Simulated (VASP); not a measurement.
Energy against volume of Cu (fcc). Computed with PW91 GGA, VASP's PBE PAW potentials (set 64) (plane waves; VASP 6.6.1).

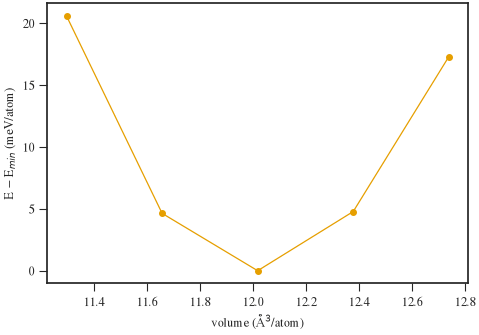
Figure. Energy against volume

Estimate the equilibrium volume and the bulk modulus.

The minimum lies near 12.0 Å³/atom, and the curvature gives B0 of about 140 GPa.

Measured: bulk modulus 144 GPa at 0 K (computed value off by -3.4 %), as given by Daniel Mejia-Rodriguez et al., Physical Review B (2018), arXiv:1807.09216 [0 K value with the zero-point phonon effect removed]; a 3.595 Å at 0 K (computed value off by +1.1 %), as given by Gábor I. Csonka et al., Physical Review B (2009), arXiv:0903.4037 [low-temperature or extrapolated to 0 K; zero-point anharmonic expansion removed].

The compound is Cu in the fcc structure. It was relaxed first.
